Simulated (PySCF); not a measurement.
**C4H6AlBr: electronic excitations**

What electronic excitations should C4H6AlBr (`C=[CH][Al]([Br])[CH]=C`) show?

Programs: PySCF 2.14.0, with density-fitted response routines of our own. Each step states its level of theory. These are calculated values for one molecule in the gas phase, unless marked as measured. Atoms count from 0, in the outputs and in this text.

## Step 1: Starting geometry

12 atoms, charge 0, multiplicity 1; geometry from: GFN2-xTB.

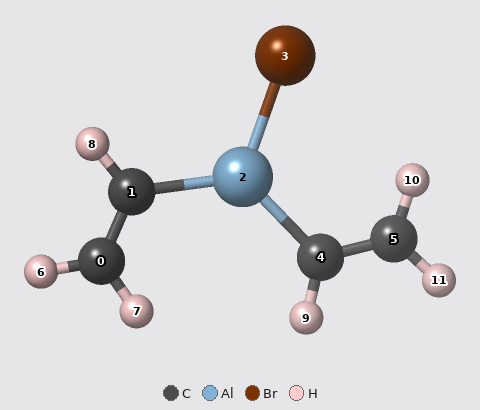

As it starts; carbon dark grey, aluminium light blue, bromine brown, hydrogen pink, atoms numbered.

## Step 2: Excited states and response: CAM-B3LYP/def2-SVPD

The job: settings as JSON, then the geometry in Å.

```
{"job": {"kind": "uv", "xc": "CAM-B3LYP", "basis": "def2-SVPD", "nstates": 8, "ntriplets": 3}, "charge": 0, "multiplicity": 1}
C     -2.547507    -0.028962     0.283450
C     -1.712617     1.003298     0.410342
Al     0.230963     0.782877     0.137681
Br     1.516521     2.632771     0.383304
C      1.172589    -0.891877    -0.330246
C      2.498458    -0.893742    -0.485385
H     -3.617956     0.051050     0.423262
H     -2.188602    -1.017157     0.030297
H     -2.154355     1.971141     0.668687
H      0.651948    -1.839509    -0.473921
H      3.085563     0.008486    -0.359924
H      3.066194    -1.779060    -0.742725
```

With the program's defaults for keys left out, this is: TDDFT CAM-B3LYP/def2-SVPD, vertical, gas phase, core orbitals frozen in the response.

On the command line:

```bash
$ OMP_NUM_THREADS=1 python probes_run.py task.json out
```

One launch serves the whole session: the jobs run in the order shown.

The program printed:

```text
coarse grid: 49240 points
cycle   1  E = -2972.1463974626  dE = -6.460e-01  |g| = 3.681e-01  |ddm| = 5.080e+00
cycle   2  E = -2972.1672151615  dE = -2.082e-02  |g| = 2.736e-01  |ddm| = 1.344e+00
cycle   3  E = -2972.1881632044  dE = -2.095e-02  |g| = 4.070e-02  |ddm| = 6.004e-01
cycle   4  E = -2972.1885225504  dE = -3.593e-04  |g| = 1.710e-02  |ddm| = 7.931e-02
cycle   5  E = -2972.1885930367  dE = -7.049e-05  |g| = 8.052e-03  |ddm| = 3.676e-02
cycle   6  E = -2972.1886090466  dE = -1.601e-05  |g| = 5.760e-04  |ddm| = 1.039e-02
cycle   7  E = -2972.1886092133  dE = -1.667e-07  |g| = 2.684e-04  |ddm| = 2.389e-03
final grid: 102032 points
cycle   8  E = -2972.1885677738  dE = -3.619e-08  |g| = 2.160e-04  |ddm| = 3.334e-03
cycle   9  E = -2972.1885677784  dE = -4.585e-09  |g| = 1.872e-04  |ddm| = 7.790e-04
cycle  10  E = -2972.1885677874  dE = -8.951e-09  |g| = 1.448e-05  |ddm| = 3.074e-04
cycle  11  E = -2972.1885677874  dE = -4.547e-11  |g| = 5.300e-06  |ddm| = 3.014e-05
converged SCF energy = -2972.1885677874

Static polarisability (au): isotropic 95.222, principal 66.480 99.668 119.518

Singlet excitations
state   eV       nm        f      main configurations
  1   5.1252    241.9   0.00000   H->L 0.86, H-3->L 0.09
  2   6.0041    206.5   0.00107   H-5->L 0.39, H-3->L 0.29, H->L+2 0.19
  3   6.0248    205.8   0.19314   H-1->L 0.96
  4   6.1254    202.4   0.00079   H-3->L 0.55, H-5->L 0.23
  5   6.1413    201.9   0.22156   H-2->L 0.96
  6   6.6985    185.1   0.00707   H-4->L 0.95
  7   6.8610    180.7   0.00012   H->L+2 0.46, H-5->L 0.35, H-3->L+2 0.08
  8   6.8864    180.0   0.18272   H->L+1 0.82

Triplet excitations (Tamm-Dancoff, eV): 4.0439 4.1126 4.7348
```

Run time: 65 s. Hardware: 1 thread of Arm Neoverse N1, shared host; peak memory 0.9 GiB.

The orbitals next to the gap, with their largest atomic shares:

```
orbital     eV                        atoms
 HOMO−3  -9.97  Br3 51 %, Al2 11 %, C4 10 %
 HOMO−2  -9.55   C1 29 %, C0 28 %, Br3 26 %
 HOMO−1  -9.45    C4 33 %, C5 32 %, Br3 9 %
   HOMO  -9.30   Br3 37 %, C1 17 %, C4 14 %
   LUMO  -0.69   Al2 33 %, C0 14 %, C1 12 %
 LUMO+1   0.40   Al2 61 %, Br3 15 %, C4 6 %
 LUMO+2   0.76    C1 20 %, C5 18 %, C4 17 %
```

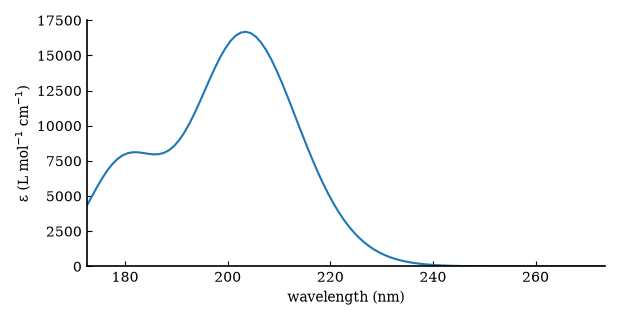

Absorption spectrum: each of the 8 states is a Gaussian band of 0.4 eV half-width at 1/e. Beyond the last state computed it falls off for lack of states.

Further results of this job:

| property | computed |
| --- | --- |
| dipole moment (D) | 2.16 |
| polarisability (Å³) | 14.11 |
| HOMO–LUMO gap (eV) | 8.62 |
| −ε(HOMO) (eV) | 9.30 |

## Step 3: Results

| quantity | value |
| --- | --- |
| lowest singlet (CAM-B3LYP/def2-SVPD) | 5.13 eV (242 nm), f = 0.000 |
| brightest single state of those computed | state 5, 6.14 eV, f = 0.222 |
| lowest triplet | 4.04 eV |

In words: The first singlet state (HOMO→LUMO 0.86, HOMO−3→LUMO 0.09) lies at 5.13 eV and is dark; of the 8 states computed, the strongest absorption comes from state 5 at 6.14 eV (the last state computed is bright too, and its partners may lie past the list). The lowest triplet lies 1.08 eV below the lowest singlet (triplets in Tamm-Dancoff, singlets in full TDDFT).
